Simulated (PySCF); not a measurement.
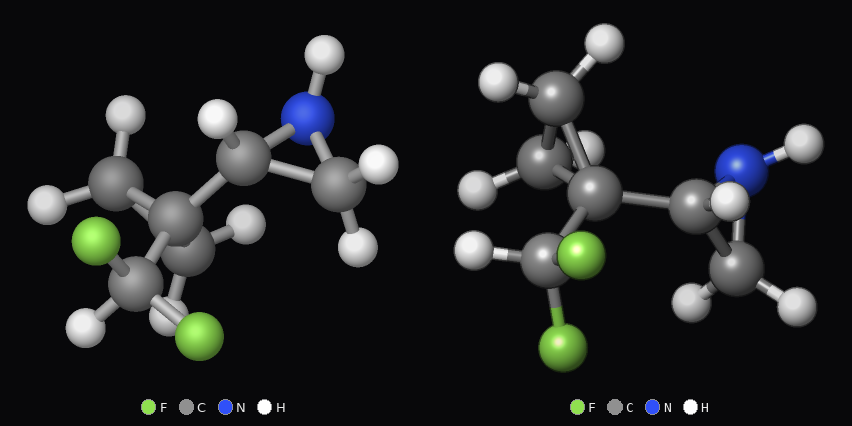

Two views of one molecule.

The computed structure is the end point of a GFN2-xTB optimisation. No frequency run is at hand to confirm it as a minimum.

Identify the structure.

The molecule is C6H9F2N. SMILES: `FC(F)C1([C@H]2CN2)CC1`. Independent rings (smallest set): 2 of 3 members. Among its groups: secondary amine, C–F bond. This geometry has C1 symmetry. Coordination, clear cases only: 1 C tetrahedral; 1 N trigonal pyramidal.

More results for the same structure follow; atom numbers are the same in all pictures, views and colours differ.

### Shape

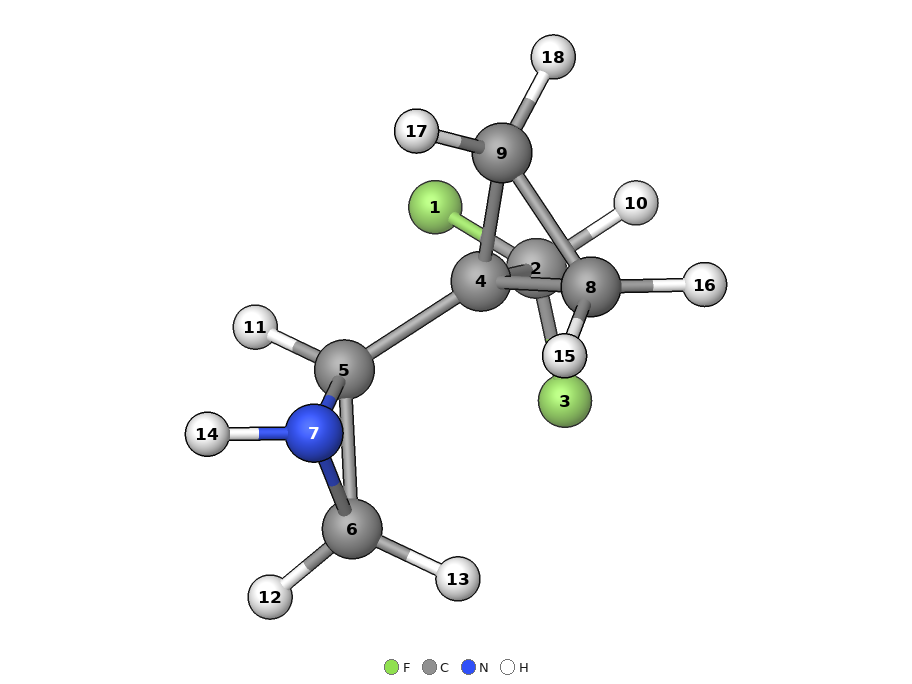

The atoms are numbered. No frequency run is at hand to confirm it as a minimum.

What are the angles F1–C2–F3, C2–C4–C8, F3–C2–C4, C4–C5–N7, C4–C8–C9, C4–C8–H15, C4–C9–C8, C5–C4–C8, C5–C6–H13, C5–N7–C6, C5–N7–H14, N7–C5–H11?

```json
{"angle": "F1–C2–F3", "degrees": "105.5"}
{"angle": "C2–C4–C8", "degrees": "117.8"}
{"angle": "F3–C2–C4", "degrees": "111.5"}
{"angle": "C4–C5–N7", "degrees": "116.5"}
{"angle": "C4–C8–C9", "degrees": "60.3"}
{"angle": "C4–C8–H15", "degrees": "116.1"}
{"angle": "C4–C9–C8", "degrees": "60.1"}
{"angle": "C5–C4–C8", "degrees": "119.5"}
{"angle": "C5–C6–H13", "degrees": "118.4"}
{"angle": "C5–N7–C6", "degrees": "61.7"}
{"angle": "C5–N7–H14", "degrees": "114.3"}
{"angle": "N7–C5–H11", "degrees": "119.3"}
```

### Electronic properties

No frequency run is at hand to confirm it as a minimum. Level of theory: PBE0/pcSseg-1, gas phase (PySCF 2.14.0).

Computed properties:

- dipole moment: 1.24 D
- HOMO energy (Kohn–Sham orbital): −7.26 eV
- LUMO energy (Kohn–Sham orbital): 1.35 eV
- HOMO–LUMO gap: 8.61 eV

### Bond orders

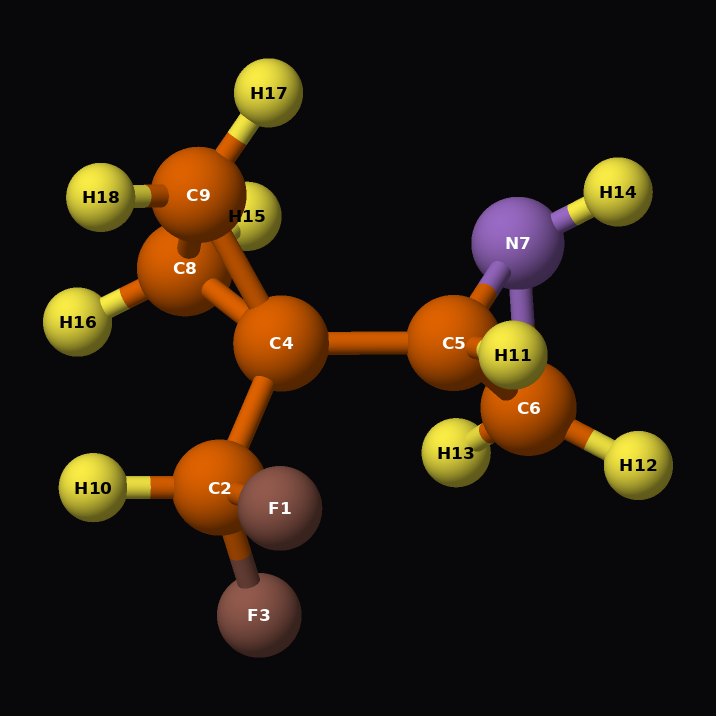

Every bond is drawn as one stick. No frequency run is at hand to confirm it as a minimum. Level of theory: PBE0/pcSseg-1 (PySCF 2.14.0).

List the Mayer bond orders of F1–C2, C2–F3, C2–C4, C4–C5, C4–C8, C4–C9, C5–C6, C5–N7, C6–N7, C8–C9 (bonds between heavy atoms, one of each equivalent set).

| bond | Mayer order | length (Å) |
| --- | --- | --- |
| F1–C2 | 0.95 | 1.361 |
| C2–F3 | 0.96 | 1.359 |
| C2–C4 | 0.99 | 1.507 |
| C4–C5 | 0.97 | 1.503 |
| C4–C8 | 0.94 | 1.502 |
| C4–C9 | 0.93 | 1.505 |
| C5–C6 | 0.97 | 1.482 |
| C5–N7 | 0.97 | 1.443 |
| C6–N7 | 0.95 | 1.445 |
| C8–C9 | 0.97 | 1.495 |

### NMR shielding

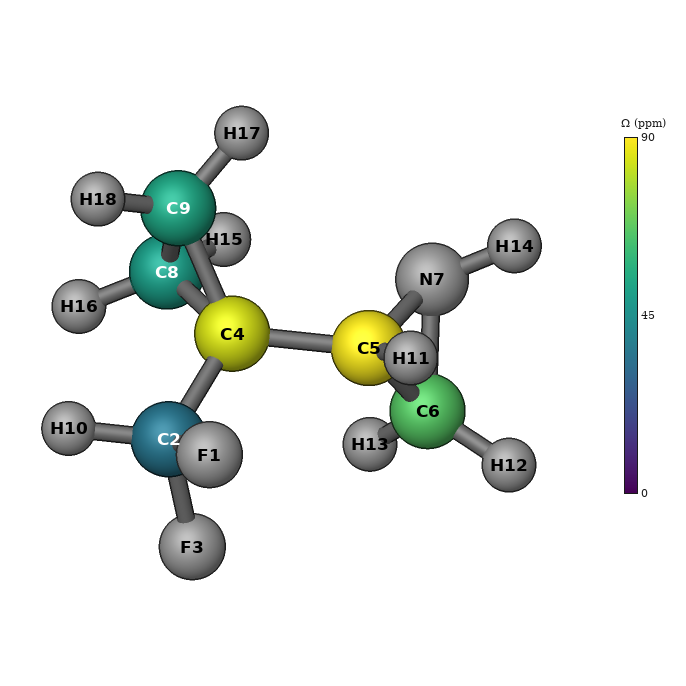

The C atoms are coloured by the span of their shielding tensor. No frequency run is at hand to confirm it as a minimum. Level of theory: GIAO PBE0/pcSseg-1 NMR shielding, non-relativistic, gas phase (PySCF 2.14.0). Principal shieldings σ11 ≤ σ22 ≤ σ33, span Ω = σ33 − σ11, skew κ = 3(σiso − σ22)/Ω.

Give the shielding tensors of the C atoms.

| atom | σ11 | σ22 | σ33 | σiso | Ω | κ |
| --- | --- | --- | --- | --- | --- | --- |
| C2 | 36.8 | 65.8 | 72.2 | 58.3 | 35.4 | −0.63 |
| C4 | 122.7 | 145.8 | 207.4 | 158.6 | 84.7 | 0.45 |
| C5 | 121.5 | 154.2 | 210.4 | 162.0 | 88.9 | 0.26 |
| C6 | 131.0 | 157.1 | 197.8 | 162.0 | 66.8 | 0.22 |
| C8 | 156.4 | 183.2 | 206.9 | 182.2 | 50.5 | −0.06 |
| C9 | 150.6 | 177.8 | 204.2 | 177.5 | 53.6 | −0.02 |

Shieldings and span in ppm.
